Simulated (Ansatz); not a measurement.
# NbInSe3 (model cell, started as cubic perovskite with Nb in the octahedra): a soft mode frozen in

Wanted: the energy along a soft mode of NbInSe3 (model cell, started as cubic perovskite with Nb in the octahedra) and the structure at the end.

Main program and level: Ansatz 0.2.0; DFT PBE, scalar-relativistic, plane waves, PAW; PAW set soft_1.

The structure was built from a prototype and need not be the compound's stable phase.

## 1. The starting structure

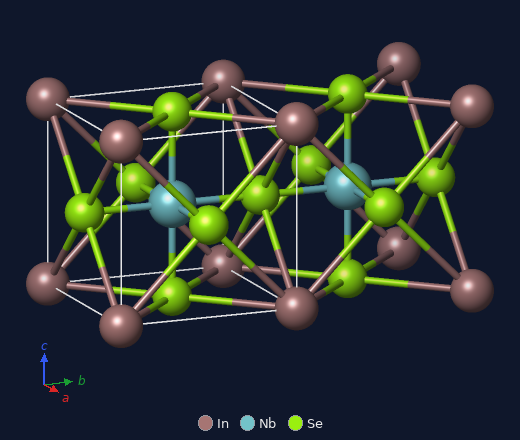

The cell as given, slightly off an axis (indium brown, niobium teal, selenium green). 1×2×1 cells are drawn. Some periodic images of atoms are drawn too.

Coordinates:

```cif
data_structure
_symmetry_space_group_name_H-M 'Pm-3m'
_symmetry_Int_Tables_number 221
_cell_length_a 5.1035
_cell_length_b 5.1035
_cell_length_c 5.1035
_cell_angle_alpha 90.000
_cell_angle_beta 90.000
_cell_angle_gamma 90.000
_cell_volume 132.93
loop_
_atom_site_label
_atom_site_type_symbol
_atom_site_symmetry_multiplicity
_atom_site_Wyckoff_symbol
_atom_site_fract_x
_atom_site_fract_y
_atom_site_fract_z
_atom_site_occupancy
In1 In 1 a 0.00000 0.00000 0.00000 1
Nb1 Nb 1 b 0.50000 0.50000 0.50000 1
Se1 Se 3 c 0.50000 0.50000 0.00000 1
```

## 2. The dispersion

The cell comes from relaxations at this level that are not shown. Stability and thermal properties need the whole zone. Linear response on a 2×2×2 q mesh gives force constants as far as a supercell of that size would.

File input.yaml:

```yaml
crystal:
  lattice:
    - [5.1035173521, 0.0, 0.0]
    - [0.0, 5.1035173521, 0.0]
    - [0.0, 0.0, 5.1035173521]
  atoms:
    - { symbol: In, position: [0.0, 0.0, 0.0] }
    - { symbol: Nb, position: [0.5, 0.5, 0.5] }
    - { symbol: Se, position: [0.5, 0.5, 0.0] }
    - { symbol: Se, position: [0.5, 0.0, 0.5] }
    - { symbol: Se, position: [0.0, 0.5, 0.5] }
kpoints:
  mp_grid: { grid: [8, 8, 8] }
hamiltonian:
  xc: pbe
  pseudopotentials: { kind: paw, azcp: { folder: soft_1 } }
scf:
  occupations: { method: methfessel_paxton, width: 0.2 }
output:
  eigenvalues: true
phonons:
  method: dfpt
  qmesh: [2, 2, 2]
  temperatures: { t_max: 1000, t_step: 50 }
  qpath:
    path:
      - [[0.0, 0.0, 0.0], [0.0, 0.5, 0.0], [0.5, 0.5, 0.0], [0.0, 0.0, 0.0], [0.5, 0.5, 0.5], [0.0, 0.5, 0.0]]
      - [[0.5, 0.5, 0.5], [0.5, 0.5, 0.0]]
    npoints: 10
```

Run with:

```console
$ ansatz run input.yaml --threads 4 --pin off --max-ram 16384MiB --backend cpu --events-out ev --progress --plain --runs-dir out
```

Numbers of over 12 decimals in the logs are rounded to 6 here.

The log of the run:

```text
Engine: ansatz 0.2.0, aarch64-unknown-linux-gnu
Pseudopotentials: kind: paw
Pseudopotential: In, paw, valence charge 13, recommended cutoff 420 eV (normal), soft_1/In.paw.azcp
Pseudopotential: Nb, paw, valence charge 13, recommended cutoff 420 eV (normal), soft_1/Nb.paw.azcp
Pseudopotential: Se, paw, valence charge 16, recommended cutoff 420 eV (normal), soft_1/Se.paw.azcp
Functional definition: PBE
  parameter kappa = 0.804
  parameter beta = 0.066725
  exchange = pbe_x(kappa = kappa, mu = beta*pi^2/3)
  correlation = pbe_c(beta = beta)
Crystal: 5 atoms, lattice volume = 132.926 Å³
Basis set: ecut = 420 eV, 2553 PW (Γ), exchange–correlation on 72×72×72 points (8 copies of the dense FFT grid, shifted against one another)
Bands: 45, of which v1, the nominal top of the filled ones, is band 37 counted from 1 (36 counted from 0)
Symmetry: 48 space group operations
k-points: 35 of 512
Non-local potential: In, projectors of the file, l = 0: 2, l = 1: 2, l = 2: 2, l = 3: 1
Non-local potential: Nb, projectors of the file, l = 0: 3, l = 1: 2, l = 2: 2, l = 3: 1
Non-local potential: Se, projectors of the file, l = 0: 2, l = 1: 2, l = 2: 3, l = 3: 1
PAW form: soft (Blöchl's): semilocal exchange-correlation on the pseudo side does not see the compensation charge
PAW one-centre angular grid: In, 590 points (default); XC on 64 Gauss nodes
PAW one-centre angular grid: Nb, 590 points (default); XC on 64 Gauss nodes
PAW one-centre angular grid: Se, 590 points (default); XC on 64 Gauss nodes
Initial density: superposition of atomic densities (chi_scale 0.1, normalization cell, long waves kept (reshape's long-wave potential 0.00 eV rms))
Initial wavefunctions: pseudopotential atomic-orbital guess
Functional: x = pbe(κ = 0.804, μ = 0.219515), c = pbe(β = 0.066725)
SCF iter   1: F=—  HF=-26559.910924 eV  |F-HF|=—  |Δ(HF+E_count)|=         —  Δρ=3.38e-2  dr2=1.31e0  ethr=3.10e-3  ⟨swp⟩=6.5  Hψ=5560  notcnv=0
preconditioner: auto → Kerker (q_TF=auto, 2.475 Å⁻¹)  [metal: Δε(μ)=0.018 eV  Ē_g=10.519 eV  σ=0.200 eV  W_gap=0.07  n_scr=32 (ndim 8)  ℏωp=19.3 eV  f_vac=0.005  D(μ)=4.81/eV (n_scr^D=32)]
SCF iter   2: F=—  HF=-26559.564165 eV  |F-HF|=—  |Δ(HF+E_count)|=   3.47e-1  S|Δr|=    0.00e0  Δρ=1.96e-2  dr2=4.26e-1  ethr=1.77e-3  ⟨swp⟩=2.0  Hψ=2695  notcnv=0  defer=47
SCF iter   3: F=—  HF=-26559.414919 eV  |F-HF|=—  |Δ(HF+E_count)|=   1.49e-1  S|Δr|=    0.00e0  Δρ=4.71e-3  dr2=3.48e-2  ethr=5.76e-4  ⟨swp⟩=2.0  Hψ=2387  notcnv=0  defer=47
SCF iter   4: F=—  HF=-26559.410701 eV  |F-HF|=—  |Δ(HF+E_count)|=   4.22e-3  S|Δr|=    0.00e0  Δρ=1.73e-3  dr2=6.67e-3  ethr=4.71e-5  ⟨swp⟩=2.0  Hψ=2796  notcnv=0  defer=47
SCF iter   5: F=—  HF=-26559.410209 eV  |F-HF|=—  |Δ(HF+E_count)|=   4.91e-4  S|Δr|=    0.00e0  Δρ=7.13e-4  dr2=1.16e-3  ethr=9.02e-6  ⟨swp⟩=2.2  Hψ=2558  notcnv=0  defer=47
SCF iter   6: F=—  HF=-26559.410597 eV  |F-HF|=—  |Δ(HF+E_count)|=   3.88e-4  S|Δr|=    0.00e0  Δρ=3.00e-4  dr2=2.86e-4  ethr=1.57e-6  ⟨swp⟩=2.1  Hψ=1917  notcnv=0  defer=47
SCF iter   7: F=—  HF=-26559.410768 eV  |F-HF|=—  |Δ(HF+E_count)|=   1.71e-4  S|Δr|=    0.00e0  Δρ=8.27e-5  dr2=1.92e-5  ethr=3.86e-7  ⟨swp⟩=2.0  Hψ=2163  notcnv=0  defer=47
SCF iter   8: F=—  HF=-26559.410781 eV  |F-HF|=—  |Δ(HF+E_count)|=   1.24e-5  S|Δr|=    0.00e0  Δρ=2.35e-5  dr2=1.59e-6  ethr=2.59e-8  ⟨swp⟩=2.3  Hψ=2282  notcnv=0  defer=47
SCF iter   9: F=—  HF=-26559.410781 eV  |F-HF|=—  |Δ(HF+E_count)|=   5.19e-7  S|Δr|=    0.00e0  Δρ=7.92e-6  dr2=1.59e-7  ethr=2.15e-9  ⟨swp⟩=2.2  Hψ=2869  notcnv=0  defer=49
SCF iter  10: F=—  HF=-26559.410781 eV  |F-HF|=—  |Δ(HF+E_count)|=   2.82e-8  S|Δr|=    0.00e0  Δρ=2.20e-6  dr2=1.38e-8  ethr=2.14e-10  ⟨swp⟩=2.0  Hψ=2793  notcnv=0  defer=49
SCF iter  11: F=—  HF=-26559.410781 eV  |F-HF|=—  |Δ(HF+E_count)|=   4.64e-9  S|Δr|=    0.00e0  Δρ=7.72e-7  dr2=1.42e-9  ethr=1.86e-11  ⟨swp⟩=2.0  Hψ=2791  notcnv=0  defer=49
SCF iter  12: F=—  HF=-26559.410781 eV  |F-HF|=—  |Δ(HF+E_count)|=  8.66e-10  S|Δr|=    0.00e0  Δρ=2.67e-7  dr2=1.49e-10  ethr=1.92e-12  ⟨swp⟩=2.0  Hψ=1848  notcnv=0  defer=49
SCF iter  13: F=-26559.410781 eV  HF=-26559.410781 eV  |F-HF|=3.64e-12  |Δ(HF+E_count)|=  1.16e-10  S|Δr|=    0.00e0  Δρ=6.24e-8  dr2=5.70e-12  ethr=1.00e-12  ⟨swp⟩=9.8  Hψ=8680  notcnv=0
SCF 1 converged in 13 iterations: F = -26559.410781 eV  dr2 = 5.70e-12
  greatest PAW one-centre occupation: 1.000 electrons in one spin orbital (limit 2), on the Se atom at site 3 (counted from 0), in its partial waves of l = 2
Initial density: read from a saved state, or passed on in memory by an earlier SCF of this step, an earlier step, the calling program or the single point that the run made first
iter 1 solved again at ethr=2.06e-7 eV; its pass at ethr=3.10e-3 eV (dr2=1.53e-4 eV) is discarded
SCF iter   1: F=—  HF=-26559.410784 eV  |F-HF|=—  |Δ(HF+E_count)|=         —  Δρ=7.31e-7  dr2=9.00e-10  ethr=2.06e-7  ⟨swp⟩=3.0  Hψ=9309  notcnv=0
eigensolver tolerance schedule: the retry pair's looser diagonalisation over-reported the residual by 169418.90 of it (diagonalisation noise at an unbounded share of the residual, at the tolerance the schedule requests for it); recorded, not acted on — ethr = c·dr2/N_el stays at c = 1.0e-1
preconditioner: auto → LDOS  [metal: Δε(μ)=0.003 eV  Ē_g=10.136 eV  σ=0.200 eV  W_gap=0.01  n_scr=32 (ndim 8)  ℏωp=19.3 eV  f_vac=0.025  D(μ)=4.32/eV (n_scr^D=26)  β→1.0]
SCF iter   2: F=—  HF=-26559.410781 eV  |F-HF|=—  |Δ(HF+E_count)|=   2.71e-6  S|Δr|=    0.00e0  Δρ=9.28e-7  dr2=1.74e-9  ethr=1.22e-12  ⟨swp⟩=4.0  Hψ=4489  notcnv=0
SCF iter   3: F=—  HF=-26559.410781 eV  |F-HF|=—  |Δ(HF+E_count)|=  3.97e-10  S|Δr|=    0.00e0  Δρ=4.17e-7  dr2=2.77e-10  ethr=1.22e-12  ⟨swp⟩=2.0  Hψ=2823  notcnv=0
SCF iter   4: F=—  HF=-26559.410781 eV  |F-HF|=—  |Δ(HF+E_count)|=  7.28e-12  S|Δr|=    0.00e0  Δρ=3.10e-7  dr2=1.62e-10  ethr=1.00e-12  ⟨swp⟩=1.0  Hψ=1575  notcnv=0
SCF iter   5: F=-26559.410781 eV  HF=-26559.410781 eV  |F-HF|=3.64e-12  |Δ(HF+E_count)|=  1.82e-11  S|Δr|=    0.00e0  Δρ=4.01e-8  dr2=2.58e-12  ethr=1.00e-12  ⟨swp⟩=2.5  Hψ=4697  notcnv=0
SCF 2 converged in 5 iterations: F = -26559.410781 eV  dr2 = 2.58e-12
phonons: the bands overlap, so this run is a metal and interpolates without the dipole-dipole term. If the crystal is really an insulator or semiconductor, its LO-TO splitting is missing
NSCF: frozen V_eff on 35 k-points
NSCF: frozen V_eff on 125 k-points
DFPT response loops at q = (0, 0, 0) (fractional): preconditioner auto → Kerker (q_TF=auto, 2.475 Å⁻¹) (partly filled bands, converged f_vac=0.025); β = 1.00, the filter's whole step (`scf.mixing.beta` (0.50) is not read by the response loops under this deck's `scf.mixing.preconditioner`; to damp them name `kerker` or `kerker_dos`, under which they read `scf.mixing.beta`, and type it under 1.00, their step now; both keys bind the ground state too); Broyden in place of MSR1
NSCF: frozen V_eff on 250 k-points
DFPT response loops at q = (0, 0, -0.5) (fractional): mixed as the last ones told, above
NSCF: frozen V_eff on 250 k-points
DFPT response loops at q = (0, -0.5, -0.5) (fractional): mixed as the last ones told, above
NSCF: frozen V_eff on 250 k-points
DFPT response loops at q = (-0.5, -0.5, -0.5) (fractional): mixed as the last ones told, above
SCF converged after 13 iterations
Stability not checked: this state was not tested for a lower state beside it, because cold or Methfessel-Paxton smearing, or corrected tetrahedra, fill the levels in a way that the test cannot read (fill_not_monotonic; see scf.lower_state_search)
Free energy (F): -26559.410781 eV
Harris-Foulkes:  -26559.410781 eV  (|F-HF|=3.64e-12)
Internal energy: -26559.392487 eV  (E = F + TS)
E sigma→0 (E₀):  -26559.406208 eV
Entropy (-TS):   -0.018294 eV (-3.659 meV/atom)
Fermi energy:    8.182792 eV
Step filling:    the computed levels leave a gap of 0.0027 eV = 0.0 smearing widths at the electron count; against every level under it full and every level over it empty, smearing changes F+E_penalty+E_count by -10.351 meV and its σ→0 estimate by -5.778 meV
--- Per-component energies (eV) ---
  E_band       = -1388.958660
  E_kinetic    = 914.682702
  E_local      = -10500.515310  (includes V_loc(G=0)·N_el)
  E_nonlocal   = -642.994076
  E_hartree    = 5174.305009
  E_xc         = -563.763094
  E_vxc        = -560.144193  (∫ρ·V_xc dr)
  E_paw        = -13674.905741  (= ΣΔE_a)
  E_vpaw       = -948.596644  (= ΣTr[D̂ρ^β])
  E_aug_tail   = -0.001037  (compensation charges beyond the density's cutoff)
  E_ewald      = -7266.200941
  E_smearing   = -0.018294  (= −TS)
  E_closure    = -0.000000  (closes the sum)
  Σ components = -26559.410781   (vs F -26559.410781, Δ=0.00e0)
--- Band table (eV; the first three rows and the last of 35) ---
  k-point 0: bands = [... 33 lower, 7.0287, 7.4426, 7.4426, 7.4426, 7.5367, 7.5367, 7.5367, 9.2094, ... 4 higher]
  k-point 1: bands = [... 33 lower, 6.9571, 7.1076, 7.3820, 7.3820, 7.4473, 8.1460, 8.1460, 9.2126, ... 4 higher]
  k-point 2: bands = [... 33 lower, 6.7964, 7.0921, 7.4263, 7.4263, 7.4586, 8.8753, 8.8753, 9.2191, ... 4 higher]
  k-point 34: bands = [... 33 lower, 4.5712, 8.3982, 8.3982, 8.3982, 9.5002, 9.5002, 9.5002, 13.5451, ... 4 higher]
--- Phonons (Γ-DFPT): 4 representative perturbations + reference (Σ response iterations 12) ---
  ASR residual: 4.634e-5 → 0.000e0 eV/Å²; symmetrization residual: 5.974e-5 eV/Å²
  ASR residual per site (eV/Å²): 3.42e-5 4.63e-5 3.21e-5 3.21e-5 3.21e-5
  Γ frequencies (cm⁻¹): -32.66 -32.66 -32.66 0.00 0.00 0.00 46.17 46.17 46.17 54.46 54.46 54.46 198.43 198.43 198.43
--- Phonons (arbitrary-q DFPT): 4 irreducible q on the 2×2×2 mesh ---
  q = [0.0000, 0.0000, 0.0000] (star 1, of the zone-centre solve; hermiticity 1.38e-5, symmetrization 9.20e-12): -32.66 -32.66 -32.66 0.00 0.00 0.00 46.17 46.17 46.17 54.46 54.46 54.46 198.43 198.43 198.43
  q = [0.0000, 0.0000, -0.5000] (star 3, 9 solved perturbations in 975 linear systems a pass and spin channel, the states on 125 of 512 k-point pairs; hermiticity 4.81e-6, symmetrization 1.55e-9): -22.69 -22.69 -19.59 -19.59 6.16 41.03 41.03 64.01 78.20 78.20 78.28 173.81 193.03 193.03 231.15
  q = [0.0000, -0.5000, -0.5000] (star 3, 9 solved perturbations in 975 linear systems a pass and spin channel, the states on 125 of 512 k-point pairs; hermiticity 7.67e-6, symmetrization 3.28e-9): -61.78 -47.11 -28.32 -28.32 -15.01 22.13 69.95 69.95 73.57 73.57 117.67 174.81 174.81 184.38 251.78
  q = [-0.5000, -0.5000, -0.5000] (star 1, 4 solved perturbations in 350 linear systems a pass and spin channel, the states on 125 of 512 k-point pairs; hermiticity 9.10e-6, symmetrization 8.44e-12): -138.62 -138.62 -61.40 -61.40 -61.40 -20.15 -20.15 -20.15 112.57 112.57 112.57 173.30 173.30 173.30 270.32
  sum rule: each row above includes the acoustic sum rule's correction from the zone centre's row sums; it moved no ω² by more than (0.37 cm⁻¹)²
  mesh force constants: q→R imaginary residual 5.48e-18; ASR residual 4.634e-5 → 0.000e0 eV/Å²; symmetrization residual 5.329e-15 eV/Å²
  interpolated dispersion: 62 rows × 15 modes
  density of states and harmonic sums: on the 12×12×12 q-mesh, interpolated from the force constants of a 2×2×2 supercell (no non-analytic term)
  largest difference from the sums on the solved wave vectors: F 9.56e-2 eV, S 1.44e-4 and C_V 5.03e-5 eV/K
  zero-point energy: 0.072830 eV/cell   skipped modes (ω ≤ 0): 402, of them read as no rigid motion or as one in doubt: 399 (4.561e0 modes/cell left out, lowest -138.62 cm⁻¹)   left out of the sums: 3.04e-1 of the cell's modes: C_V's classical limit lies that fraction below 3 k_B per atom; for a crystal, a wire or a layer, F and S can be off by more, and a phonons.interpolated_qmesh denser along its periods is the remedy for the sampling
```

Wall time 7.2 min (4 threads of Arm Neoverse V2, shared host); peak memory 2.1 GiB.

The column dr2 measures how far the density is from self-consistency, as an energy; F and HF (Harris–Foulkes) agree once it is small.

Numbers from this step:

| Quantity | Value |
| --- | --- |
| volume per atom | 26.59 Å³ |
| gap on the k-mesh | 0 eV |
| sum-rule residual before enforcement | 4.63e-5 eV/Å² |
| lowest frequency on the path | -138.6 cm⁻¹ |
| point group | m-3m |
| highest frequency on the path or at a solved wavevector | 270.4 cm⁻¹ |
| highest optical mode at the zone centre (no LO-TO term) | 198.4 cm⁻¹ |
| lowest optical zone-centre mode | -32.66 cm⁻¹ |
| lowest mode on the q mesh (acoustic modes at Γ apart) | -138.6 cm⁻¹ |

Frequencies (cm⁻¹) solved at each irreducible wavevector; negative means imaginary. Frequencies by wavevector, by row:

| q in reciprocal lattice units | star | mode 1 | mode 2 | mode 3 | mode 4 | mode 13 | mode 14 | mode 15 |
| --- | --- | --- | --- | --- | --- | --- | --- | --- |
| 0 0 0 | 1 | -32.7 | -32.7 | -32.7 | 0 | 198.4 | 198.4 | 198.4 |
| 0 0 -0.5 | 3 | -22.7 | -22.7 | -19.6 | -19.6 | 193 | 193 | 231.2 |
| 0 -0.5 -0.5 | 3 | -61.8 | -47.1 | -28.3 | -28.3 | 174.8 | 184.4 | 251.8 |
| -0.5 -0.5 -0.5 | 1 | -138.6 | -138.6 | -61.4 | -61.4 | 173.3 | 173.3 | 270.3 |

Interpolated from a 2×2×2 q mesh. Phonon branches along the path, in cm⁻¹:

```
    point  branch 1  branch 2  branch 3  branch 4  branch 12  branch 13  branch 14  branch 15
        Γ       -33       -33       -33         0         54        198        198        198
        X       -23       -23       -20       -20        174        193        193        231
        M       -62       -47       -28       -28        175        175        184        252
        Γ       -33       -33       -33         0         54        198        198        198
        R      -139      -139       -61       -61        173        173        173        270
        X       -23       -23       -20       -20        174        193        193        231
jump to R      -139      -139       -61       -61        173        173        173        270
        M       -62       -47       -28       -28        175        175        184        252
```

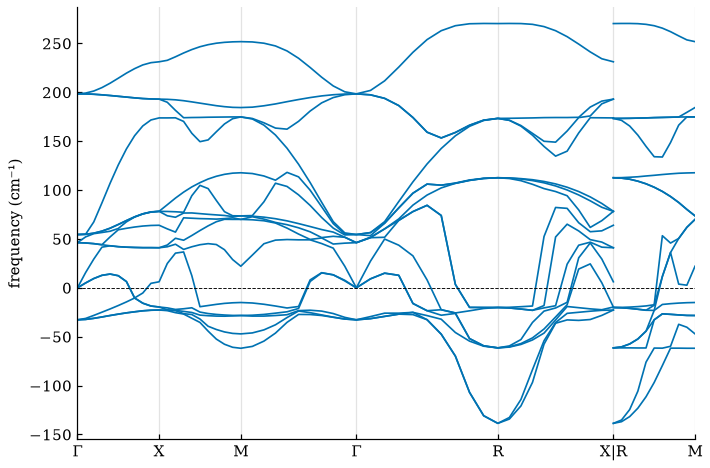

Phonon branches along the path.

Symmetry leaves 4 wavevectors to solve. The lowest mode among them, the acoustic zeros apart, lies at q = (-0.5, -0.5, -0.5) and is imaginary, 138.6i cm⁻¹, so the energy falls along it.

## 3. The mode frozen in, largest atomic shift 0 Å

The mode followed lies at q = (0, -0.5, -0.5) with frequency 61.8i cm⁻¹, one of the unstable modes though not the softest. At small amplitude the distorted cell has space group no. 127 by a symmetry search on the positions. The undistorted cell that holds it gives the zero of energy on the same k mesh.

System of this step: NbInSe3 (model cell, started as cubic perovskite with Nb in the octahedra). Symmetry: Pm-3m, No. 221, cubic system. Conventional cell: a = 5.104 Å, b = 5.104 Å, c = 5.104 Å, α = 90.00°, β = 90.00°, γ = 90.00°. Nearest to In lie 12 Se at 3.61 Å. Nearest to Nb lie 6 Se at 2.55 Å. Se has 2 Nb at 2.55 Å nearest. Se has 2 Nb at 2.55 Å nearest. Farther neighbours and most contacts between anions are not listed.

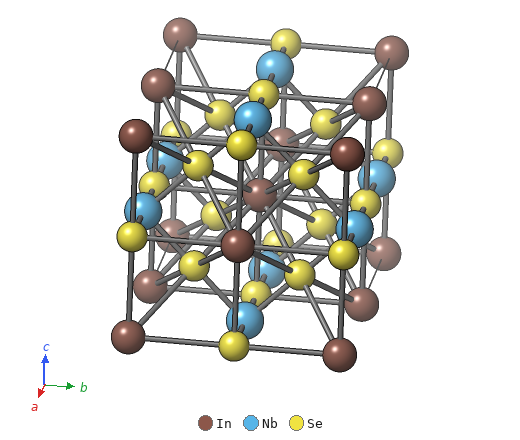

The cell of this step (indium brown, niobium blue, selenium yellow). 2×1×1 cells are drawn. Some periodic images of atoms are drawn too.

File input.yaml:

```yaml
crystal:
  lattice:
    - [-5.1035173521, 0.0, 0.0]
    - [0.0, -5.1035173521, -5.1035173521]
    - [0.0, -5.1035173521, 5.1035173521]
  atoms:
    - { symbol: In, position: [0.0, 0.5, 0.5] }
    - { symbol: In, position: [0.0, 1.0, 1.0] }
    - { symbol: Nb, position: [0.5, 0.0, 0.5] }
    - { symbol: Nb, position: [0.5, 0.5, 0.0] }
    - { symbol: Se, position: [0.5, 0.75, 0.75] }
    - { symbol: Se, position: [0.5, 0.25, 0.25] }
    - { symbol: Se, position: [0.5, 0.75, 0.25] }
    - { symbol: Se, position: [0.5, 0.25, 0.75] }
    - { symbol: Se, position: [1.0, 0.0, 0.5] }
    - { symbol: Se, position: [1.0, 0.5, 0.0] }
kpoints:
  mp_grid: { grid: [8, 6, 6] }
hamiltonian:
  xc: pbe
  pseudopotentials: { kind: paw, azcp: { folder: soft_1 } }
scf:
  occupations: { method: methfessel_paxton, width: 0.2 }
output:
  forces: true
  stress: true
  eigenvalues: true
```

The log of the run:

```text
[...]
Crystal: 10 atoms, lattice volume = 265.851 Å³
Basis set: ecut = 420 eV, 5177 PW (Γ), exchange–correlation on 72×100×100 points (8 copies of the dense FFT grid, shifted against one another)
Bands: 89, of which v1, the nominal top of the filled ones, is band 74 counted from 1 (73 counted from 0)
Symmetry: 32 space group operations
[...]
k-points: 50 of 288
[...]
k-point 0: bands = [... 70 lower, 7.4495, 7.4495, 7.4538, 7.5332, 7.5361, 7.5361, 8.3819, 9.2153, ... 11 higher]
  k-point 1: bands = [... 70 lower, 7.0798, 7.2232, 7.2646, 7.8591, 7.9405, 8.0344, 8.2122, 9.3698, ... 11 higher]
  k-point 2: bands = [... 70 lower, 7.0231, 7.1893, 7.2240, 7.8282, 8.4110, 8.4261, 8.6332, 9.3139, ... 11 higher]
  k-point 49: bands = [... 70 lower, 6.2917, 6.2917, 8.3779, 8.3779, 9.7887, 9.7887, 9.7940, 9.7940, ... 11 higher]
[key lines of the parts left out:]
SCF converged after 10 iterations
Free energy (F): -53118.852752 eV
Fermi energy:    8.169842 eV
P = ⅓ Tr σ = -0.0532 GPa (-0.532 kbar)
```

The job ended after 15 s (4 threads; peak memory 1.4 GiB; 59 s of CPU time).

Numbers from this step:

```yaml
pressure: -0.05323 GPa
energy_from_the_undistorted_cell: 0 meV/atom
```

The run ends at a pressure of -0.05 GPa.

[end of part 1 of 3]

[Logs are printed without paths, hosts, clocks, repeated set-up lines and the standing remarks that a program may print on its own settings, such as how far it seeks lower states.]

[Hosts, paths, dates, database ids (printed as entryN), source tags and the programs' standing remarks are cut or masked in the printed files.]
